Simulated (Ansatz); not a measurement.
# One shape, several levels: C2H6S2 (dimethyl disulfide)

Wanted: a comparison of 6 runs (HF/def2-SVP, r2SCAN/3-21G, r2SCAN/6-31G, B3LYP/6-31G*, CAM-B3LYP/6-31+G*) of C2H6S2 (dimethyl disulfide). 

Program for the calculation: Ansatz 0.2.0.

3 further runs of the same task are left out: 1 for a known fault of the program, 1 that didn't finish, 1 set aside as unsound or not needed.

## (1) Starting point

C2H6S2 has 10 atoms, charge 0, and is taken as a singlet. SMILES: `CSSC`. The coordinates come from a PBE0-D4/def2-TZVP relaxation. This is one conformer, not always the lowest.

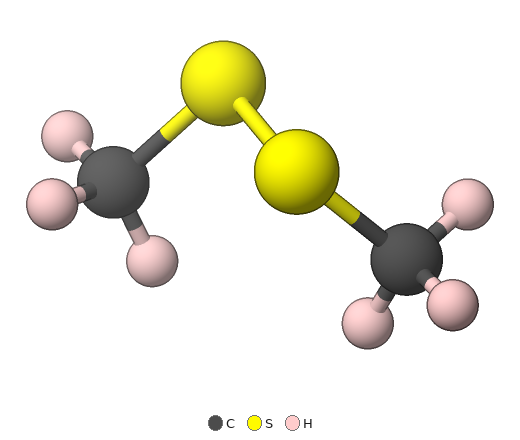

The structure, seen from a chosen angle (carbon dark grey, sulfur yellow, hydrogen pink).

## (2) Energy and forces at HF/def2-SVP (run 1)

The input, job.yaml:

```yaml
crystal:
  periodic: [false, false, false]
  atoms:
    - {symbol: C, position_ang: [-1.051300, 1.501800, -0.317200]}
    - {symbol: S, position_ang: [0.740400, 1.356700, -0.153900]}
    - {symbol: S, position_ang: [0.967800, -0.119700, 1.216900]}
    - {symbol: C, position_ang: [0.915200, -1.624600, 0.221900]}
    - {symbol: H, position_ang: [-1.485400, 0.595200, -0.738400]}
    - {symbol: H, position_ang: [-1.506100, 1.726500, 0.646700]}
    - {symbol: H, position_ang: [-1.228700, 2.332500, -1.004300]}
    - {symbol: H, position_ang: [1.095800, -2.452600, 0.911400]}
    - {symbol: H, position_ang: [-0.061400, -1.758100, -0.243200]}
    - {symbol: H, position_ang: [1.696600, -1.608900, -0.536800]}
basis:
  gaussian: {orbitals: def2-SVP}
accuracy: high
hamiltonian: {xc: hf}
output: {forces: true, orbitals: {seedname: orbitals}}
```

Command:

```console
$ ansatz run job.yaml --threads 1 --pin off --max-ram 2610MiB --events-out events.jsonl --progress --plain --runs-dir runs
```

Output:

```text
Warning: RAYON_NUM_THREADS=1 ignored (pool sized by the plan → 1); use --threads N
Functional definition: HF
  name "HF"
  exchange = exact_x
  correlation = 0
2184 factors; integrals over basis functions are off by at most 3.9e-9 eV
mean field evaluation 1: about -23780.3441 eV, gradient 2.3e1 eV
mean field evaluation 2: about -23780.3522 eV, gradient 2.3e1 eV
mean field evaluation 4: about -23781.9862 eV, gradient 2.7e0 eV
mean field evaluation 8: about -23782.0132 eV, gradient 5.0e-5 eV
mean field -23782.01316748 eV, -873.9728638773 hartree, gradient 1.5e-8 eV, S^2 0.000000; 0 other end points of the search recorded, 0 dependent functions left out
the calculation of the forces begins
reference -23782.01316748 eV, -873.9728638773 hartree; 25, 25 occupied and 69, 69 virtual orbitals, 2184 factors
Total energy: -23782.01316748 eV, -873.9728638773 hartree
Atom 0 at    -1.051300     1.501800    -0.317200 Å, force    -0.229920     0.040975    -0.019770 eV/Å
Atom 1 at     0.740400     1.356700    -0.153900 Å, force     0.170793     0.524603    -0.529056 eV/Å
Atom 2 at     0.967800    -0.119700     1.216900 Å, force     0.062223    -0.351380     0.676860 eV/Å
Atom 3 at     0.915200    -1.624600     0.221900 Å, force     0.008671    -0.204061    -0.120072 eV/Å
Atom 4 at    -1.485400     0.595200    -0.738400 Å, force    -0.008862     0.063974     0.040439 eV/Å
Atom 5 at    -1.506100     1.726500     0.646700 Å, force    -0.005810    -0.023080    -0.069014 eV/Å
Atom 6 at    -1.228700     2.332500    -1.004300 Å, force     0.004883    -0.069963     0.056790 eV/Å
Atom 7 at     1.095800    -2.452600     0.911400 Å, force    -0.015487     0.061264    -0.063589 eV/Å
Atom 8 at    -0.061400    -1.758100    -0.243200 Å, force     0.076332    -0.014960     0.001110 eV/Å
Atom 9 at     1.696600    -1.608900    -0.536800 Å, force    -0.062822    -0.027372     0.026301 eV/Å
Dipole moment:    -0.334628    -0.246725    -0.210166 e Å
```

Run time: 9.3 s. Hardware: 1 thread of Intel Xeon Platinum 8259CL at 2.50GHz (Skylake/Cascade Lake), shared host.

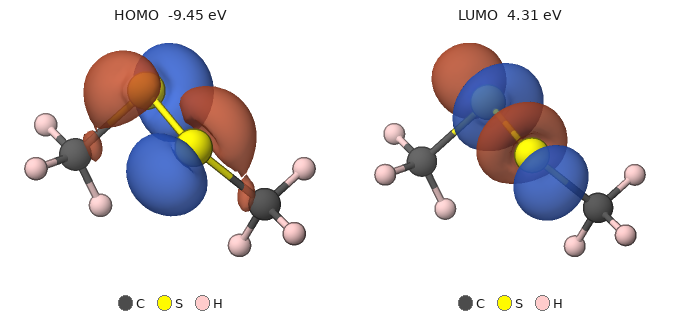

Frontier orbitals of this run, surfaces at ±0.2 Å^-3/2.

## (3) Energy and forces at r2SCAN/3-21G (run 2)

The input, input.yaml:

```yaml
crystal:
  periodic: [false, false, false]
  atoms:
    - symbol: C
      position_ang: [-1.051300, 1.501800, -0.317200]
    - symbol: S
      position_ang: [0.740400, 1.356700, -0.153900]
    - symbol: S
      position_ang: [0.967800, -0.119700, 1.216900]
    - symbol: C
      position_ang: [0.915200, -1.624600, 0.221900]
    - symbol: H
      position_ang: [-1.485400, 0.595200, -0.738400]
    - symbol: H
      position_ang: [-1.506100, 1.726500, 0.646700]
    - symbol: H
      position_ang: [-1.228700, 2.332500, -1.004300]
    - symbol: H
      position_ang: [1.095800, -2.452600, 0.911400]
    - symbol: H
      position_ang: [-0.061400, -1.758100, -0.243200]
    - symbol: H
      position_ang: [1.696600, -1.608900, -0.536800]
basis:
  gaussian:
    orbitals: 3-21G.json
hamiltonian:
  xc: r2scan
accuracy: high
output: {forces: true, orbitals: {seedname: orbitals}}
```

The basis set 3-21G is read from a file made from the Basis Set Exchange's data (not shown).

Command:

```console
$ ansatz run input.yaml --threads 1 --pin off --max-ram 2610MiB --events-out events.jsonl --progress --plain --runs-dir runs
```

Output:

```text
Warning: RAYON_NUM_THREADS=1 ignored (pool sized by the plan → 1); use --threads N
Functional definition: r2SCAN
  name "r2SCAN"
  parameter k0 = 0.174
  parameter k1 = 0.065
  parameter a1 = 4.9479
  exchange = r2scan_x(k0 = k0, k1 = k1, a1 = a1)
  correlation = r2scan_c
1327 factors; integrals over basis functions are off by at most 9.3e-9 eV
mean field evaluation 1: about -23714.6639 eV, gradient 4.2e1 eV
mean field evaluation 2: about -23711.6959 eV, gradient 5.1e1 eV
mean field evaluation 4: about -23718.7235 eV, gradient 1.1e0 eV
mean field evaluation 8: about -23718.6758 eV, gradient 7.5e-3 eV
mean field evaluation 16: about -23718.6758 eV, gradient 1.5e-6 eV
mean field -23718.67577451 eV, -871.6452576172 hartree, gradient 6.9e-8 eV, S^2 0.000000; 0 other end points of the search recorded, 0 dependent functions left out
the calculation of the forces begins
reference -23718.67577499 eV, -871.6452576349 hartree; 25, 25 occupied and 31, 31 virtual orbitals, 1327 factors
Total energy: -23718.67577499 eV, -871.6452576349 hartree
Atom 0 at    -1.051300     1.501800    -0.317200 Å, force    -1.581100     0.105664    -0.149919 eV/Å
Atom 1 at     0.740400     1.356700    -0.153900 Å, force     1.387112     2.814115    -2.618136 eV/Å
Atom 2 at     0.967800    -0.119700     1.216900 Å, force     0.488588    -1.429559     3.797627 eV/Å
Atom 3 at     0.915200    -1.624600     0.221900 Å, force    -0.069278    -1.322607    -0.887596 eV/Å
Atom 4 at    -1.485400     0.595200    -0.738400 Å, force    -0.090372    -0.154921    -0.065165 eV/Å
Atom 5 at    -1.506100     1.726500     0.646700 Å, force    -0.085535     0.028455     0.156072 eV/Å
Atom 6 at    -1.228700     2.332500    -1.004300 Å, force    -0.035746     0.110137    -0.085332 eV/Å
Atom 7 at     1.095800    -2.452600     0.911400 Å, force     0.027978    -0.116705     0.080395 eV/Å
Atom 8 at    -0.061400    -1.758100    -0.243200 Å, force    -0.161362    -0.031394    -0.093816 eV/Å
Atom 9 at     1.696600    -1.608900    -0.536800 Å, force     0.119715    -0.003186    -0.134130 eV/Å
Dipole moment:    -0.390953    -0.288261    -0.245540 e Å
```

It took 11 s on 1 thread of Intel Xeon Platinum 8259CL at 2.50GHz (Skylake/Cascade Lake), shared host.

Runs 3 to 4 aren't shown in full; the table further down has their settings and results.

## (4) Energy and gradient at B3LYP/6-31G(d) (Cartesian functions) (run 5)

The input, molecule.yaml:

```yaml
crystal:
  periodic: [false, false, false]
  atoms:
    - {symbol: C, position_ang: [-1.051300, 1.501800, -0.317200]}
    - {symbol: S, position_ang: [0.740400, 1.356700, -0.153900]}
    - {symbol: S, position_ang: [0.967800, -0.119700, 1.216900]}
    - {symbol: C, position_ang: [0.915200, -1.624600, 0.221900]}
    - {symbol: H, position_ang: [-1.485400, 0.595200, -0.738400]}
    - {symbol: H, position_ang: [-1.506100, 1.726500, 0.646700]}
    - {symbol: H, position_ang: [-1.228700, 2.332500, -1.004300]}
    - {symbol: H, position_ang: [1.095800, -2.452600, 0.911400]}
    - {symbol: H, position_ang: [-0.061400, -1.758100, -0.243200]}
    - {symbol: H, position_ang: [1.696600, -1.608900, -0.536800]}
basis:
  gaussian:
    orbitals: "6-31G*"
hamiltonian:
  xc: {name: B3LYP}
accuracy: high
output:
  forces: true
  orbitals: {seedname: orbitals}
```

Command:

```console
$ ansatz run molecule.yaml --threads 1 --pin off --max-ram 2610MiB --events-out events.jsonl --progress --plain --runs-dir runs
```

Output:

```text
Warning: RAYON_NUM_THREADS=1 ignored (pool sized by the plan → 1); use --threads N
Functional definition: B3LYP
  name "B3LYP"
  parameter a0 = 0.2
  parameter ax = 0.72
  parameter ac = 0.81
  exchange = (1 - a0 - ax)*slater_x + ax*b88_x + a0*exact_x
  correlation = (1 - ac)*vwn_rpa_c + ac*lyp_c
1811 factors; integrals over basis functions are off by at most 3.9e-9 eV
mean field evaluation 1: about -23837.5117 eV, gradient 4.7e1 eV
mean field evaluation 2: about -23834.8048 eV, gradient 5.5e1 eV
mean field evaluation 4: about -23842.5761 eV, gradient 1.2e0 eV
mean field evaluation 8: about -23842.7730 eV, gradient 4.5e-2 eV
mean field evaluation 16: about -23842.7730 eV, gradient 6.4e-6 eV
mean field -23842.77299661 eV, -876.2057464134 hartree, gradient 1.9e-8 eV, S^2 0.000000; 0 other end points of the search recorded, 0 dependent functions left out
the calculation of the forces begins
reference -23842.77303234 eV, -876.2057477265 hartree; 25, 25 occupied and 55, 55 virtual orbitals, 1811 factors
Total energy: -23842.77303234 eV, -876.2057477265 hartree
Atom 0 at    -1.051300     1.501800    -0.317200 Å, force    -0.395542     0.068570    -0.062523 eV/Å
Atom 1 at     0.740400     1.356700    -0.153900 Å, force     0.516161     0.666275    -0.557480 eV/Å
Atom 2 at     0.967800    -0.119700     1.216900 Å, force     0.162519    -0.164539     0.985065 eV/Å
Atom 3 at     0.915200    -1.624600     0.221900 Å, force    -0.003072    -0.362408    -0.188704 eV/Å
Atom 4 at    -1.485400     0.595200    -0.738400 Å, force    -0.106023    -0.070776    -0.035423 eV/Å
Atom 5 at    -1.506100     1.726500     0.646700 Å, force    -0.107068     0.020099     0.069315 eV/Å
Atom 6 at    -1.228700     2.332500    -1.004300 Å, force    -0.058697     0.066490    -0.054822 eV/Å
Atom 7 at     1.095800    -2.452600     0.911400 Å, force     0.013824    -0.100362     0.026594 eV/Å
Atom 8 at    -0.061400    -1.758100    -0.243200 Å, force    -0.078591    -0.066030    -0.081331 eV/Å
Atom 9 at     1.696600    -1.608900    -0.536800 Å, force     0.056488    -0.057319    -0.100690 eV/Å
Dipole moment:    -0.334746    -0.246820    -0.210242 e Å
```

It took 16 s on 1 thread of Intel Xeon Platinum 8259CL at 2.50GHz (Skylake/Cascade Lake), shared host.

## (5) Energy and gradient at CAM-B3LYP/6-31+G(d) (spherical functions) (run 6)

The input, run.yaml:

```yaml
basis:
  gaussian: {orbitals: 6-31+G_st_-spherical.json}
crystal:
  periodic: [false, false, false]
  atoms:
    - {symbol: C, position_ang: [-1.051300, 1.501800, -0.317200]}
    - {symbol: S, position_ang: [0.740400, 1.356700, -0.153900]}
    - {symbol: S, position_ang: [0.967800, -0.119700, 1.216900]}
    - {symbol: C, position_ang: [0.915200, -1.624600, 0.221900]}
    - {symbol: H, position_ang: [-1.485400, 0.595200, -0.738400]}
    - {symbol: H, position_ang: [-1.506100, 1.726500, 0.646700]}
    - {symbol: H, position_ang: [-1.228700, 2.332500, -1.004300]}
    - {symbol: H, position_ang: [1.095800, -2.452600, 0.911400]}
    - {symbol: H, position_ang: [-0.061400, -1.758100, -0.243200]}
    - {symbol: H, position_ang: [1.696600, -1.608900, -0.536800]}
hamiltonian: {xc: {name: CAM-B3LYP}}
accuracy: high
output: {forces: true, orbitals: {seedname: orbitals}}
```

The basis set 6-31+G* is read from a file made from the Basis Set Exchange's data (not shown).

Command:

```console
$ ansatz run run.yaml --threads 1 --pin off --max-ram 2610MiB --events-out events.jsonl --progress --plain --runs-dir runs
```

Output:

```text
Warning: RAYON_NUM_THREADS=1 ignored (pool sized by the plan → 1); use --threads N
[... 18 lines left out ...]
Total energy: -23840.76572235 eV, -876.1319804449 hartree
[... 10 lines left out ...]
Dipole moment:    -0.337580    -0.248906    -0.212020 e Å
```

It took 20 s on 1 thread of Intel Xeon Platinum 8259CL at 2.50GHz (Skylake/Cascade Lake), shared host.

## (6) The series

```
run                                    level  Cartesian functions  energy (Eh)  dipole moment (D)  HOMO energy (eV)  LUMO energy (eV)  wall time
  1                              HF/def2-SVP                   no  -873.972864               2.24             -9.45              4.31      9.3 s
  2                             r2SCAN/3-21G                   no  -871.645258               2.61             -5.89             -0.96       11 s
  3                             r2SCAN/6-31G                   no  -875.972052               2.63             -5.83             -0.91       16 s
  4       B3LYP/6-31G* (spherical functions)                   no  -876.198510               2.24             -6.40             -0.22       14 s
  5       B3LYP/6-31G* (Cartesian functions)                  yes  -876.205748               2.24             -6.40             -0.22       16 s
  6  CAM-B3LYP/6-31+G* (spherical functions)                   no  -876.131980               2.26             -8.09              0.70       20 s
```

## (7) What came out

```
                       quantity          value
            run 6: total energy  -876.13198 Eh
           run 6: dipole moment         2.26 D
             run 6: HOMO energy       -8.09 eV
             run 6: LUMO energy        0.70 eV
           run 6: HOMO–LUMO gap        8.78 eV
run 6: largest force on an atom     0.684 eV/Å
```

In words: The dipole moment (its size) runs from 2.24 D (B3LYP/6-31G*) to 2.63 D (r2SCAN/6-31G). The two ends differ in method and basis. The HOMO–LUMO gap runs from 4.92 eV (r2SCAN/6-31G) to 13.76 eV (HF/def2-SVP). Totals of different functionals can't be ranked against each other. All runs together took 87 s, the longest 20 s.
